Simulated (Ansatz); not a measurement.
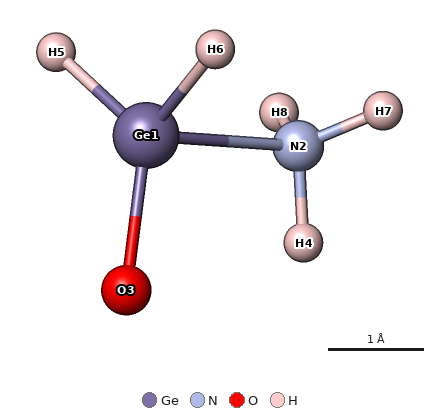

**Figure 1.** The structure (ball-and-stick view, seen at a tilt; atoms are numbered from 1 in the order of the input). Sticks mark near contacts. Bond lengths as drawn: Ge–H 1.55 Å, Ge–N 2.14 Å, Ge–O 1.66 Å and H–N 1.01 to 1.02 Å.

**GeNH5O: single-point calculation**

- system: GeNH5O
- method: RKS PBE0-D4/def2-TZVPP (Ansatz 0.2.0)

The geometry is the product side of a reaction. The reaction was set up to form N2–H4 and to break Ge1–N2 and O3–H4 (atoms counted from 1 in the order of the input); sticks are drawn by distance alone. The geometry comes from this level: PBE0-D4/def2-TZVP.

**The program's output**
```
Functional definition: PBE0
  name "PBE0"
  cite "Adamo & Barone, J. Chem. Phys. 110, 6158 (1999) doi:10.1063/1.478522"
  cite "Perdew, Burke & Ernzerhof, Phys. Rev. Lett. 77, 3865 (1996) doi:10.1103/PhysRevLett.77.3865"
  parent pbe
  parameter a = 0.25
  parameter kappa = 0.804
  parameter beta = 0.06672455060314922
  exchange = (1 - a)*pbe_x(kappa = kappa, mu = beta*pi^2/3) + a*exact_x
  correlation = pbe_c(beta = beta)
1002 factors; their error is unknown
mean field evaluation 1: about -60115.2055 eV, gradient 8.1e1 eV
mean field evaluation 2: about -60017.8871 eV, gradient 1.9e2 eV
mean field evaluation 4: about -60126.1120 eV, gradient 1.6e1 eV
mean field evaluation 8: about -60126.5597 eV, gradient 1.1e-1 eV
mean field evaluation 16: about -60126.8370 eV, gradient 1.5e-4 eV
mean field -60126.83701521 eV, -2209.6205048750 hartree, gradient 2.9e-5 eV, S^2 0.000000; 0 other end points of the search recorded, 0 dependent functions left out
reference -60126.83704071 eV, -2209.6205058123 hartree; 26, 26 occupied and 154, 154 virtual orbitals, 1002 factors
Total energy: -60126.93675970 eV, -2209.6241704175 hartree
```

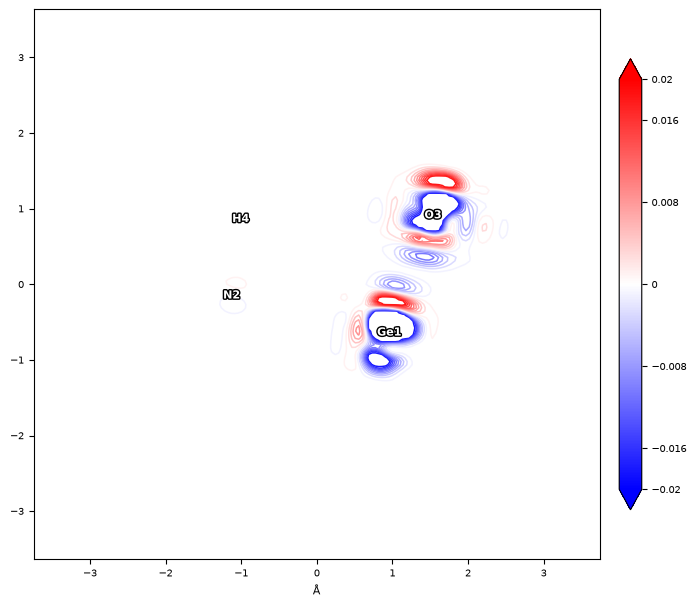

**Figure 2.** One frontier orbital on the plane of atoms Ge1, N2 and H4 (values in Å⁻³ᐟ²; the overall sign is arbitrary). The HOMO, at −6.26 eV.

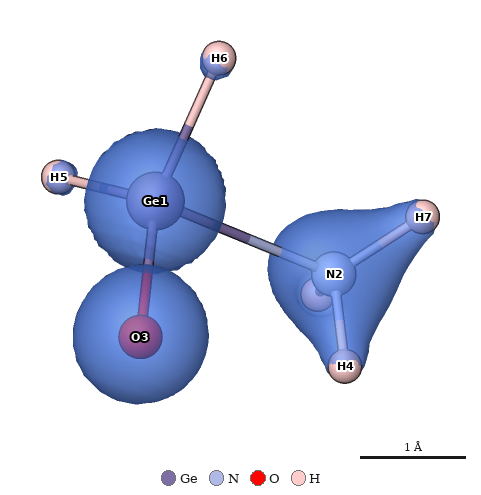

**Figure 3.** Isosurface of the electron density at 1.5 e/Å³ (blue), seen at an oblique angle. At this value the surface falls into five separate pieces. It is pinched off along the Ge–O (1.66 Å), Ge–N (2.14 Å) and Ge–H (1.55 Å) contacts. On the grid the lowest density along these lines, outside the cores, is 1.3 e/Å³ (Ge–O, 1.66 Å), 0.49 e/Å³ (Ge–N, 2.14 Å), 2.3 e/Å³ (N–H, 1.01 Å) and 0.88 e/Å³ (Ge–H, 1.55 Å).

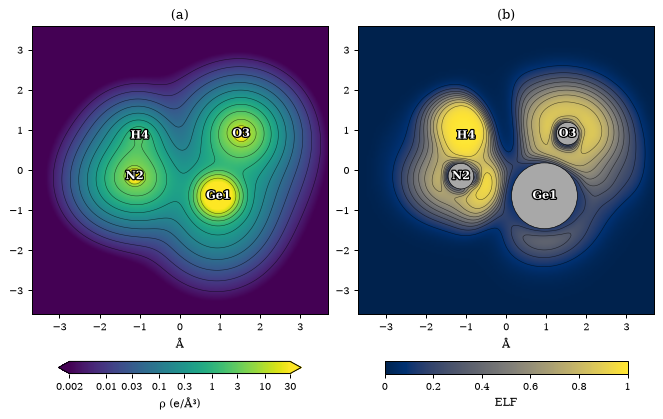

**Figure 4.** (a) total electron density; (b) electron localisation function on the plane of atoms Ge1, N2 and H4. Grey discs, where drawn, cover atomic cores. Atoms in the plane: Ge, N, O and H. Ge–N (2.14 Å): ρ is about 0.51 e/Å³ halfway; the ELF peaks at about 0.95 in the valence shell of N, 0.6 Å from its nucleus, and is about 0.45 at the midpoint.

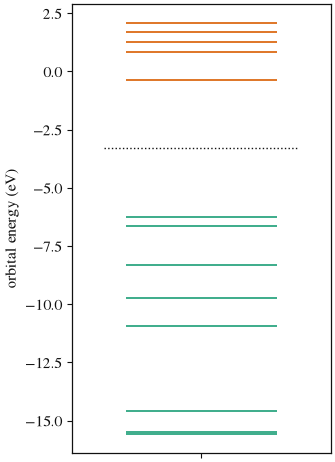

**Figure 5.** Orbital energies near the frontier; the dotted line parts filled from empty levels, and levels within 0.02 eV of each other stand side by side. Highest filled −6.26 eV, lowest empty −0.35 eV, 5.91 eV apart.

The run was set up as follows.

**The input**
```yaml
crystal:
  periodic: [false, false, false]
  atoms:
    - {symbol: Ge, position_ang: [-1.115350, 0.126307, 0.039436]}
    - {symbol: N, position_ang: [1.011778, -0.099087, -0.013017]}
    - {symbol: O, position_ang: [-1.453600, -0.763031, -1.314851]}
    - {symbol: H, position_ang: [1.045504, -0.673310, -0.854118]}
    - {symbol: H, position_ang: [-1.135496, 1.679179, 0.067209]}
    - {symbol: H, position_ang: [-1.321613, -0.406957, 1.483622]}
    - {symbol: H, position_ang: [1.423622, -0.612846, 0.758537]}
    - {symbol: H, position_ang: [1.545152, 0.749845, -0.166920]}
basis:
  gaussian: {orbitals: def2-TZVPP}
hamiltonian: {xc: pbe0, dispersion: d4}
output: {orbitals: {seedname: orbitals}}
```

Launch command:
```bash
ansatz run in.yaml --threads 4 --pin off --events-out ev --progress --plain --max-ram 9574MiB
```

**Results in brief**

- outcome: converged
- total energy: −60126.9368 eV
- mean-field energy: −60126.8370 eV
- dispersion energy: −0.0997 eV
- SCF solution under orbital rotations: stable
- HOMO: −6.26 eV
- LUMO: −0.35 eV
- hardware: 4 threads of Arm Neoverse V1, 23 GiB of memory available, shared host
- wall time: 1.6 s (CPU time 5.9 s)
- peak memory: 0.4 GiB
